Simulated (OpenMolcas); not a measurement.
**Multiconfigurational calculation for Cu²⁺ complex**

Cu²⁺ with 6 ligands (F; octahedron, 2.263 Å), embedded in CsCaF3 by model potentials and point charges, whose field is part of the energies. Computed at this level: state-averaged SS-CASPT2, IPEA shift 0.25, imaginary shift 0.1 hartree, closed shells 3s 3p of the metal and the valence shells of the ligands correlated, active space 9 electrons in the shell 3d, basis ANO-RCC-VTZP on the metal and ANO-RCC-VDZP on the ligands, DKH2 scalar Hamiltonian, spin-orbit coupling by RASSI with atomic mean-field integrals (OpenMolcas).

**Log (extracts)**
```
--- CASPT2 ---
Orbital specifications:
      -----------------------

      Symmetry species                           1   2
                                                ag  au
      Frozen orbitals                            5   6
      Inactive orbitals                         13  15
      Active orbitals                            5   0
      Secondary orbitals                        49  50
      Deleted orbitals                           0   0
      Number of basis functions                 72  71
Type of calculation                        SS-CASPT2
      Fock operator                              state-specific
      IPEA shift                                 0.25
      Real shift                                 0.00
      Imaginary shift                            0.10
      The input orbitals will be transformed to quasi-canonical
Reference energy:       -2252.0966210244
      E2 (Non-variational):      -1.9811573325
      Shift correction:          -0.0009928807
      E2 (Variational):          -1.9821502131
      Total energy:           -2254.0787712375
      Residual norm:              0.0000001292
      Reference weight:           0.72556
      Contributions to the CASPT2 correlation energy
      Active & Virtual Only:         -0.3531475681
      One Inactive Excited:          -0.3196541957
      Two Inactive Excited:          -1.3083555687
Reference energy:       -2252.0966210242
      E2 (Non-variational):      -1.9811553125
      Shift correction:          -0.0009928809
      E2 (Variational):          -1.9821481934
      Total energy:           -2254.0787692176
      Residual norm:              0.0000001277
      Reference weight:           0.72556
      Contributions to the CASPT2 correlation energy
      Active & Virtual Only:         -0.3531453702
      One Inactive Excited:          -0.3196545115
      Two Inactive Excited:          -1.3083554308
::    CASPT2 Root  1     Total energy:  -2254.07877124
::    CASPT2 Root  2     Total energy:  -2254.07876922
::    CASPT2 Root  3     Total energy:  -2254.05914145
::    CASPT2 Root  4     Total energy:  -2254.05914145
::    CASPT2 Root  5     Total energy:  -2254.05914145
```

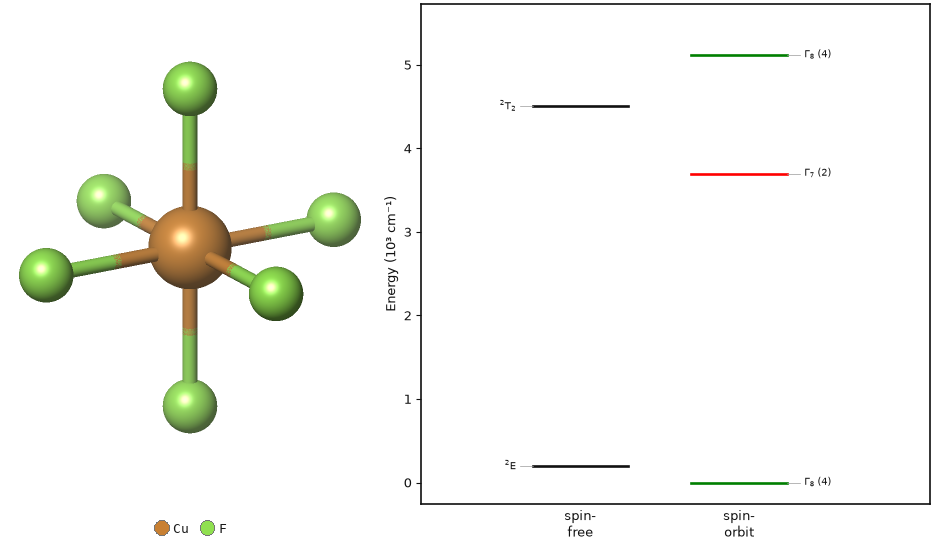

**Figure 1.** Cu²⁺ (3d⁹) as a dopant in CsCaF₃, a cluster with its 6 nearest F⁻ at 2.263 Å (octahedron) embedded in model potentials and point charges; the geometry was set, not optimised, and its levels. Labels give the representation in O, Td, D4 or D3 as the site allows (double group for half-integer spin) where it could be assigned and, in brackets, the degeneracy; spin-free states, where drawn, share the zero of the spin-orbit levels. The ground level is Γ₈, 4-fold degenerate, 100 % from states of spin multiplicity 2. The next level lies at 3,700 cm⁻¹ (Γ₇). The lowest spin-free state is ²E, from the free-ion D term; of the same spin there follows at 4,310 cm⁻¹ (²T₂) above it. A ligand-field fit to the spin-free states gives |10Dq| = 4,310 cm⁻¹.

**Input file**
```
&GATEWAY
Basis set
Cu.ANO-RCC-VTZP.
Cu1 0.0 0.0 0.0 Angstrom
End of basis
Basis set
F.ANO-RCC-VDZP.
L1 2.263000 0.000000 0.000000 Angstrom
L2 0.000000 2.263000 0.000000 Angstrom
L3 0.000000 0.000000 2.263000 Angstrom
End of basis
Basis set
Cs.EMB-AIMP.Lopez-Moraza.0s.0s.ECP.CsCaF3.
PseudoCharge
* 16 symmetry-unique lattice sites within 7.6 angstrom
End of basis
Basis set
Ca.EMB-AIMP.Lopez-Moraza.0s.0s.ECP.CsCaF3.
PseudoCharge
* 9 symmetry-unique lattice sites within 7.6 angstrom
End of basis
Basis set
F.EMB-AIMP.Lopez-Moraza.0s.0s.ECP.CsCaF3.
PseudoCharge
* 27 symmetry-unique lattice sites within 7.6 angstrom
End of basis
Symmetry
XYZ
AngMom=0.0 0.0 0.0
AMFI
RICD
XField
1537 Angstrom 0
* Evjen-weighted lattice charges
&SEWARD
&RASSCF
FileOrb=start.orb
Symmetry=1
Spin=2
nActEl=9 0 0
Inactive=18 21
Ras2=5 0
CIRoot=5 5 1
SDav=5
CIMx=300
Iter=150 100
PrWF=0.3
OrbListing=Nothing
MaxOrb=0
LevShft=1.0
>>> COPY $Project.JobIph JOB001
&RASSI
NrOfJobIphs=1 5
1 2 3 4 5
IphNames
JOB001
EJob
SpinOrbit
DIPRint=1.0
SOCoupling=1000.0
Subsets=2
Property=9
'ANGMOM' 1 'ANGMOM' 2 'ANGMOM' 3 'MLTPL  1' 1 'MLTPL  1' 2 'MLTPL  1' 3
'AMFI' 1 'AMFI' 2 'AMFI' 3
SOProperty=3
'ANGMOM' 1 'ANGMOM' 2 'ANGMOM' 3
>>> COPY JOB001 $Project.JobIph
&CASPT2
Multistate=5 1 2 3 4 5
NoMult
Frozen=5 6
IPEA=0.25
Imaginary=0.1
MaxIter=60
WThr=0.0 0.3 0.05
PrWF=0.5
NoMix
```

The file start.orb holds starting orbitals from an earlier step. A driver script formed the levels outside the program, from RASSI's spin-orbit matrix and the CASPT2 energies (for multi-state variants, the effective Hamiltonian), averaged over the components of each term or state. The log and the time are those of the CASPT2 step.

Launched with:
```bash
OMP_NUM_THREADS=1 MOLCAS_MEM=2457 MOLCAS_PROJECT=a pymolcas a.inp > a.log  # once for each step of the input, in one work folder
```

**Summary**

- outcome: converged
- energy of the lowest spin-free term: −2254.07877 hartree
- energy of the lowest spin-orbit level: −2254.07969 hartree
- CASPT2 correlation energy: −1.9821 hartree
- largest spread among components of a term: 0.4 cm⁻¹
- lowest reference weight: 0.726
- hardware: 1 thread of Intel Xeon (Sapphire Rapids), 16 GiB of memory available, shared host
- wall time: 16 s
- peak memory: 0.2 GiB

**Notes**

Caveats: orbital doublet at a regular site, Jahn-Teller distortion not allowed for; with a single d shell and no ligand orbitals active, the ligand field and the g values of a late 3d ion can be well off; the geometry is set by hand, with no relaxation.
